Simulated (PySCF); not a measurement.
# Two runs on C$_{4}$H$_{5}$F$_{3}$O

System: C$_{4}$H$_{5}$F$_{3}$O.
Method of run 1: GIAO PBE0/pcSseg-1 NMR shielding, non-relativistic, gas phase (PySCF 2.14.0).

The geometry comes from this level: GFN2-xTB, NEB image 0 of 0 to 8. Text and figures count atoms from 1; the logs count them from 0 in places.

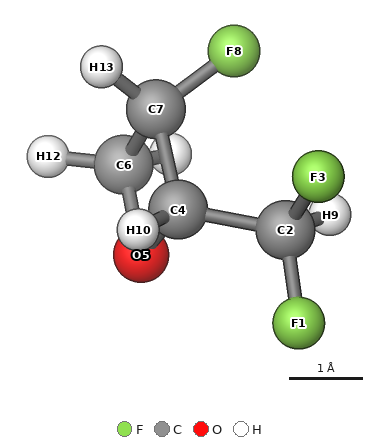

Fig. 1: The input geometry (ball-and-stick view, seen at a tilt; atoms are numbered from 1 in the order of the input).

**Input file, run 1**
```
{"job": {"kind": "nmr", "xc": "PBE0", "basis": "pcSseg-1", "pop": false}, "charge": 0, "multiplicity": 1}
F      2.104100     0.465800     1.611700
C      1.427900    -0.293200     0.724800
F      2.348400    -0.798500    -0.127000
C      0.423900     0.563000    -0.051200
O     -0.664500     1.003600     0.754700
C     -1.619500     0.227700     0.022000
C     -0.534500    -0.231300    -0.955000
F     -0.329600    -1.579800    -0.981500
H      0.955200    -1.124500     1.267900
H      0.955900     1.395600    -0.524100
H     -2.040600    -0.580600     0.624600
H     -2.415100     0.846700    -0.394800
H     -0.615800     0.106000    -1.989800
```

The first line tells a small driver script what to run in PySCF; the rest is the geometry in Å.

Command:
```bash
OMP_NUM_THREADS=1 python <driver script> task.json out
```

Hardware: 1 CPU thread, shared host.

**Output (run 1)**
```
coarse grid: 11792 points
cycle   1  E = -529.3282168004  dE =  1.270e+00  |g| = 9.279e-01  |ddm| = 3.121e+00
cycle   2  E = -529.1427273980  dE =  1.855e-01  |g| = 1.427e+00  |ddm| = 1.520e+00
cycle   3  E = -529.4687860258  dE = -3.261e-01  |g| = 7.923e-02  |ddm| = 1.010e+00
cycle   4  E = -529.4695126777  dE = -7.267e-04  |g| = 5.163e-02  |ddm| = 7.426e-02
cycle   5  E = -529.4699473001  dE = -4.346e-04  |g| = 9.280e-03  |ddm| = 3.530e-02
cycle   6  E = -529.4699590938  dE = -1.179e-05  |g| = 3.420e-03  |ddm| = 8.599e-03
cycle   7  E = -529.4699615586  dE = -2.465e-06  |g| = 2.700e-04  |ddm| = 2.847e-03
final grid: 117712 points
cycle   8  E = -529.5486793700  dE = -3.991e-05  |g| = 1.209e-02  |ddm| = 2.900e-02
cycle   9  E = -529.5486448875  dE =  3.448e-05  |g| = 1.880e-02  |ddm| = 1.861e-02
cycle  10  E = -529.5487058405  dE = -6.095e-05  |g| = 1.022e-03  |ddm| = 1.141e-02
cycle  11  E = -529.5487060501  dE = -2.095e-07  |g| = 3.103e-04  |ddm| = 1.080e-03
cycle  12  E = -529.5487060648  dE = -1.471e-08  |g| = 1.274e-04  |ddm| = 2.871e-04
cycle  13  E = -529.5487060670  dE = -2.246e-09  |g| = 2.117e-05  |ddm| = 8.830e-05
cycle  14  E = -529.5487060671  dE = -7.049e-11  |g| = 5.909e-06  |ddm| = 2.032e-05
converged SCF energy = -529.5487060671

GIAO shielding tensors (ppm)
atom      isotropic    diamagn.    paramagn.     s11        s22        s33       span
  0 F      321.042     469.766    -148.724    221.757    342.981    398.387    176.630
  1 C       66.731     240.729    -173.999     50.782     67.523     81.887     31.104
  2 F      319.699     471.185    -151.487    222.861    338.680    397.555    174.693
  3 C       99.272     250.779    -151.507     78.612     87.763    131.442     52.830
  4 O      323.191     395.559     -72.368    260.291    326.690    382.593    122.301
  5 C      106.697     247.947    -141.250     79.556     88.564    151.971     72.416
  6 C       97.299     242.655    -145.357     65.907     86.093    139.897     73.990
  7 F      389.685     472.552     -82.867    352.211    386.464    430.379     78.168
  8 H       25.174      28.125      -2.951     22.886     25.378     27.259      4.372
  9 H       26.968      29.984      -3.016     24.600     26.705     29.598      4.997
 10 H       26.736      28.872      -2.136     23.971     25.045     31.193      7.222
 11 H       26.723      28.437      -1.713     23.912     25.160     31.099      7.188
 12 H       26.045      29.214      -3.169     21.980     26.057     30.098      8.118
```

The input of run 2 differs as follows (lines with − go, lines with + come):
```diff
-F      2.104100     0.465800     1.611700
-C      1.427900    -0.293200     0.724800
-F      2.348400    -0.798500    -0.127000
-C      0.423900     0.563000    -0.051200
-O     -0.664500     1.003600     0.754700
-C     -1.619500     0.227700     0.022000
-C     -0.534500    -0.231300    -0.955000
-F     -0.329600    -1.579800    -0.981500
-H      0.955200    -1.124500     1.267900
-H      0.955900     1.395600    -0.524100
-H     -2.040600    -0.580600     0.624600
-H     -2.415100     0.846700    -0.394800
-H     -0.615800     0.106000    -1.989800
+F      1.164900    -0.274600     1.925400
+C      1.487400    -0.319100     0.622100
+F      2.721900     0.223400     0.497500
+C      0.474600     0.470800    -0.229000
+O     -0.466100     1.213100     0.538500
+C     -1.568000     0.413100     0.102400
+C     -0.660500    -0.354700    -0.857000
+F     -0.597700    -1.702100    -0.644100
+H      1.558000    -1.377200     0.322300
+H      1.033700     1.107000    -0.923500
+H     -1.971400    -0.208600     0.905800
+H     -2.356200     1.014500    -0.352200
+H     -0.825000    -0.205300    -1.925800
```

How does run 2 compare with run 1?

With the same method and basis, run 2 lies 3.1 kcal/mol higher. The HOMO goes from −8.06 to −7.98 eV. The LUMO goes from 0.92 to 0.98 eV. The dipole moment goes from 2.84 to 3.26 D. Of all shieldings, the largest change is that of F3, by −9.6 ppm. The number of SCF iterations is the same.

**Output (run 2)**
```
coarse grid: 11792 points
cycle   1  E = -529.3204171786  dE =  1.281e+00  |g| = 9.352e-01  |ddm| = 3.123e+00
cycle   2  E = -529.1160060648  dE =  2.044e-01  |g| = 1.468e+00  |ddm| = 1.679e+00
cycle   3  E = -529.4641113666  dE = -3.481e-01  |g| = 8.325e-02  |ddm| = 1.147e+00
cycle   4  E = -529.4648933877  dE = -7.820e-04  |g| = 5.467e-02  |ddm| = 7.992e-02
cycle   5  E = -529.4653818950  dE = -4.885e-04  |g| = 9.380e-03  |ddm| = 3.923e-02
cycle   6  E = -529.4653942653  dE = -1.237e-05  |g| = 3.361e-03  |ddm| = 8.933e-03
cycle   7  E = -529.4653966679  dE = -2.403e-06  |g| = 2.742e-04  |ddm| = 2.871e-03
final grid: 117712 points
cycle   8  E = -529.5437486966  dE = -3.939e-05  |g| = 1.180e-02  |ddm| = 2.687e-02
cycle   9  E = -529.5437149912  dE =  3.371e-05  |g| = 1.844e-02  |ddm| = 1.893e-02
cycle  10  E = -529.5437739624  dE = -5.897e-05  |g| = 1.039e-03  |ddm| = 1.188e-02
cycle  11  E = -529.5437741866  dE = -2.242e-07  |g| = 2.600e-04  |ddm| = 1.126e-03
cycle  12  E = -529.5437741976  dE = -1.104e-08  |g| = 1.173e-04  |ddm| = 2.721e-04
cycle  13  E = -529.5437741995  dE = -1.907e-09  |g| = 2.354e-05  |ddm| = 8.599e-05
cycle  14  E = -529.5437741996  dE = -8.481e-11  |g| = 5.648e-06  |ddm| = 2.250e-05
converged SCF energy = -529.5437741996

GIAO shielding tensors (ppm)
atom      isotropic    diamagn.    paramagn.     s11        s22        s33       span
  0 F      323.376     471.098    -147.722    220.393    323.597    426.136    205.743
  1 C       69.590     239.363    -169.773     47.899     68.698     92.171     44.272
  2 F      310.094     470.069    -159.975    196.215    338.404    395.664    199.449
  3 C       97.679     250.198    -152.519     82.016     85.034    125.987     43.972
  4 O      321.163     394.964     -73.800    257.839    321.363    384.288    126.449
  5 C      105.993     247.627    -141.633     77.616     88.235    152.129     74.513
  6 C       98.069     243.068    -144.999     66.390     86.837    140.979     74.589
  7 F      387.202     472.442     -85.240    352.678    387.830    421.099     68.421
  8 H       25.254      27.901      -2.647     22.245     25.620     27.899      5.654
  9 H       26.791      30.301      -3.511     24.013     26.724     29.635      5.622
 10 H       26.692      28.760      -2.068     23.878     24.921     31.277      7.399
 11 H       26.732      28.409      -1.677     23.894     24.985     31.316      7.422
 12 H       26.093      29.232      -3.140     21.927     26.176     30.175      8.249
```

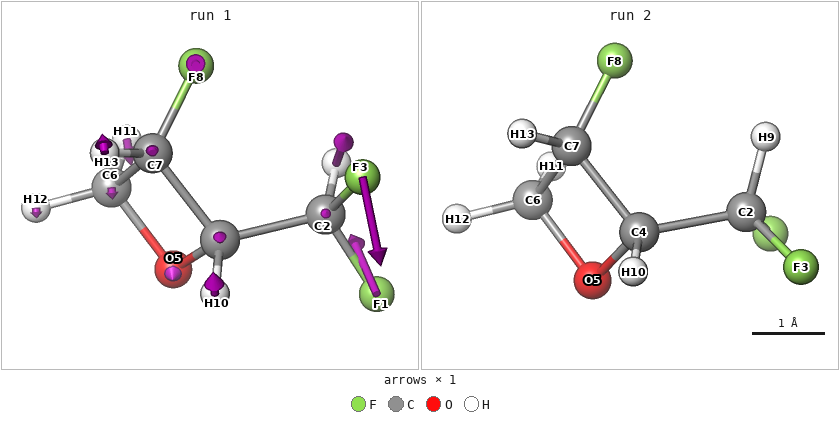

Fig. 2: The two input geometries at one scale (ball-and-stick view, seen at a tilt). The pink arrows on the first give the shifts of the atoms after the best rigid fit, at true length. F3 moves most after the best rigid fit: 1.30 Å. By element the largest moves are F 1.30 Å, H 1.17 Å, O 0.31 Å, C 0.18 Å. Among the contacts that change: C2–C4 1.531 → 1.541 Å, F1–C2 1.349 → 1.343 Å.

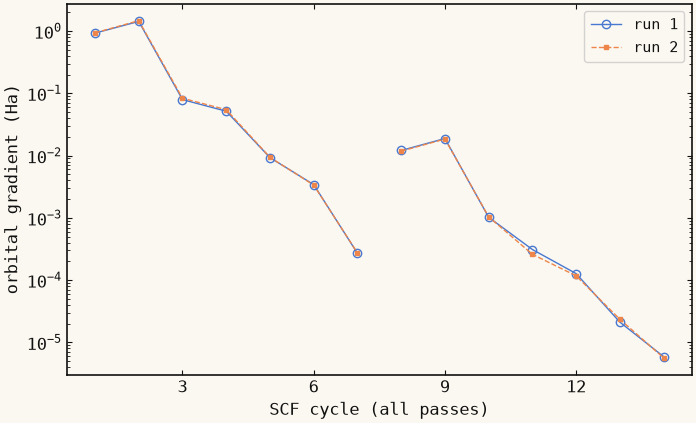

Fig. 3: Convergence of the two runs: orbital gradient against the SCF cycle. A break in a curve parts two SCF passes (coarse and final grid). Run 1 takes 14 cycles in all, and run 2 takes 14.

**The two runs side by side**

| quantity | run 1 | run 2 |
| --- | --- | --- |
| outcome | converged | converged |
| total energy (hartree) | −529.548706 | −529.543774 |
| HOMO (eV) | −8.06 | −7.98 |
| LUMO (eV) | 0.92 | 0.98 |
| dipole moment (D) | 2.84 | 3.26 |
| shielding of F1 (ppm) | 321.0 | 323.4 |
| shielding of C2 (ppm) | 66.7 | 69.6 |
| shielding of F3 (ppm) | 319.7 | 310.1 |
| shielding of C4 (ppm) | 99.3 | 97.7 |
| shielding of O5 (ppm) | 323.2 | 321.2 |
| shielding of C7 (ppm) | 97.3 | 98.1 |
| shielding of F8 (ppm) | 389.7 | 387.2 |
| SCF iterations | 14 | 14 |
| basis functions | 161 | 161 |
| wall time (shared host) | 46 s | 49 s |
